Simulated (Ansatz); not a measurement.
Ge (diamond)

```yaml
crystal:
  lattice:
    - [0.00000, 2.83808, 2.83808]
    - [2.83808, 0.00000, 2.83808]
    - [2.83808, 2.83808, 0.00000]
  atoms:
    - { symbol: Ge, position: [0.50000, 0.50000, 0.50000] }
    - { symbol: Ge, position: [0.75000, 0.75000, 0.75000] }
```

E(V) scan at fixed shape, V₀ the volume above. Symmetry pins the atoms to their sites.

Level of theory: PBEsol (plane waves to 420 eV, PAW, scalar-relativistic; Ansatz, an electronic-structure program). k mesh 14×14×14 (Γ-centred), Fermi-Dirac smearing 0.05 eV. Energies are smeared free energies. Ge was relaxed with its symmetry unable to fall. The zero of ΔE is the relaxed starting cell.

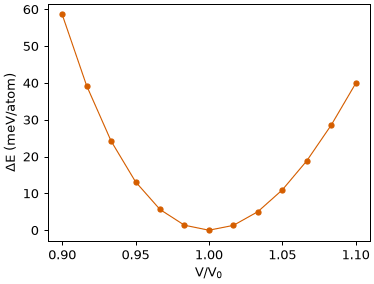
Figure: ΔE (meV/atom) against V/V₀; computed points joined by lines.

Q: What is ΔE at V/V₀ = 0.900?

A: About 59 meV/atom.

Q: What is ΔE at V/V₀ = 1.100?

A: About 40 meV/atom.

Q: What bulk modulus B₀ follows from a third-order Birch-Murnaghan fit?

A: About 67 GPa.

(A scan under strain: stresses follow from slopes of the energy per volume, elastic moduli from its curvatures.)
